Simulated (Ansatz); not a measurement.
Start from ZnS in the wurtzite structure (space group P6_3mc, No. 186; a = 3.782 Å, c = 6.208 Å). Axes: x lies along a and z along c of the hexagonal cell.

It is then changed as follows: the cell is compressed by 2.40 % along z with no lateral relaxation, atoms relaxed at fixed cell.

All numbers come from PBEsol in Ansatz (plane waves to 420 eV, PAW, no spin-orbit coupling).

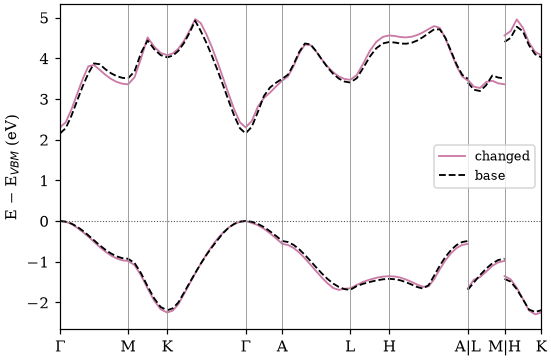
Figure: Highest valence and lowest conduction band along the path, each from its own valence-band maximum

### Question
From the figure, how large is the changed gap, and is it direct?

### Answer
About 2.3 eV, direct at Γ.

The cells carry an imposed strain or load. Gaps are Kohn–Sham eigenvalue differences; semilocal functionals usually give less than the measured gap. Whether these cells are dynamically stable was not tested.

Ansatz is a program for electronic structure.
